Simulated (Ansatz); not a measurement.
ClH3OSn···HBr

```xyz
8

Sn   -0.1171   -0.1919   -0.0243
O    -0.1657   -0.1176    1.9463
H    -1.0267   -0.3007    2.3339
H     1.5063    0.0567   -0.4350
Cl   -1.4815    1.5434   -0.8227
H    -0.8535   -1.6372   -0.5677
Br    1.5690    2.8829    1.4209
H     0.9500    1.7599    2.1970
```

Core potentials replace the inner electrons of Sn; not at a stationary point (largest force 1.4 eV/Å).

All numbers below come from RKS PBE0/def2-SVP in Ansatz.

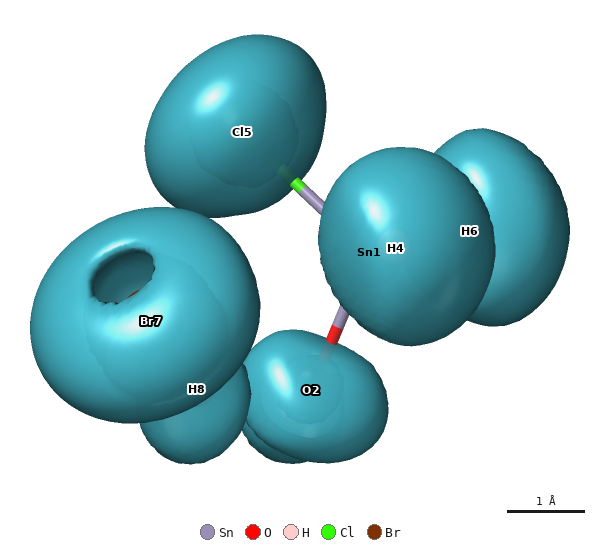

Figure 1. Isosurface of the electron localisation function at 0.75 (cyan), seen at an oblique angle. Only the valence region is drawn (cores and ρ < 0.01 e/Å³ removed).

Where are the electrons localised?

Answer. At this value the surface marks out three regions around hydrogen nuclei, one ring or bowl of non-bonding electrons around Br, one region wrapped around Cl (its valence shell) and one joined region spread over several atoms (H, O), in which their bonds and any lone pairs are merged.


O2···H8 (2.20 Å): the ELF dips to about 0.10 between them. Sn–O (1.97 Å): the ELF peaks at about 0.85 in the valence shell of O, 0.6 Å from its nucleus, and drops to about 0.15 between the two atoms.

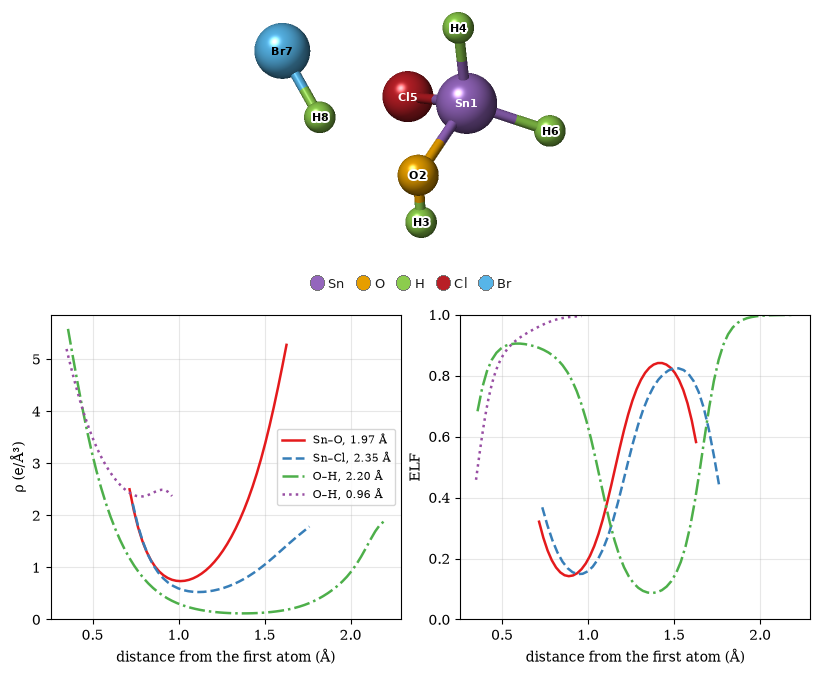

Figure 2. Electron density and electron localisation function along straight lines between neighbouring atoms. The curves leave out the atomic cores. The structure is drawn too.

Compare the contacts.

Answer. Sn–O (1.97 Å): ρ at the midpoint is about 0.74 e/Å³; the ELF peaks at about 0.85 in the valence shell of O, 0.6 Å from its nucleus, and drops to about 0.15 between the two atoms.
Sn–Cl (2.35 Å): the density is about 0.54 e/Å³ at the midpoint; the ELF peaks at about 0.80 in the valence shell of Cl, 0.8 Å from its nucleus, and drops to about 0.15 between the two atoms.
O2···H8 (2.20 Å): the density falls to about 0.12 e/Å³ on the way; the ELF dips to about 0.10 between them.
O–H (0.96 Å): ρ at the midpoint is about 3.7 e/Å³; the ELF climbs to about 1 towards the hydrogen, as it does in any bond to H; a covalent bond by its length.

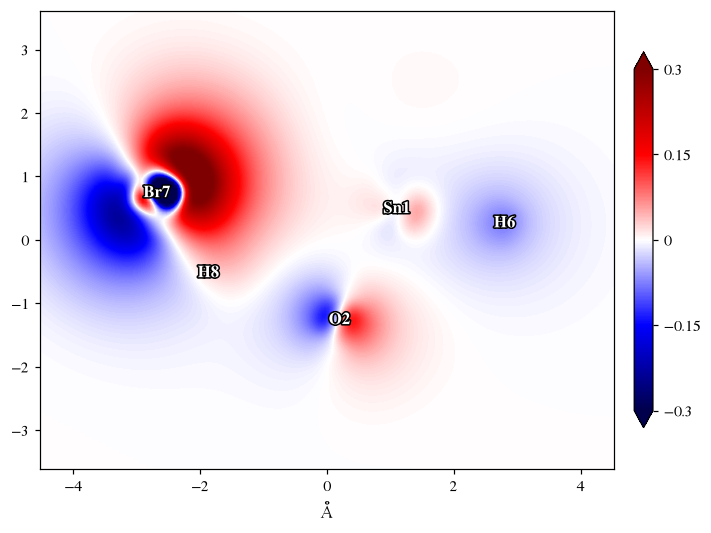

Figure 3. The HOMO on the plane of atoms O2, Sn1 and H6 (values in Å⁻³ᐟ²; the overall sign is arbitrary).

What is the character of this orbital?

Answer. It lies mainly on Br7 (about 85 %) and Cl5 (about 10 %); largely a lone pair of Br7. Its energy is −8.13 eV.
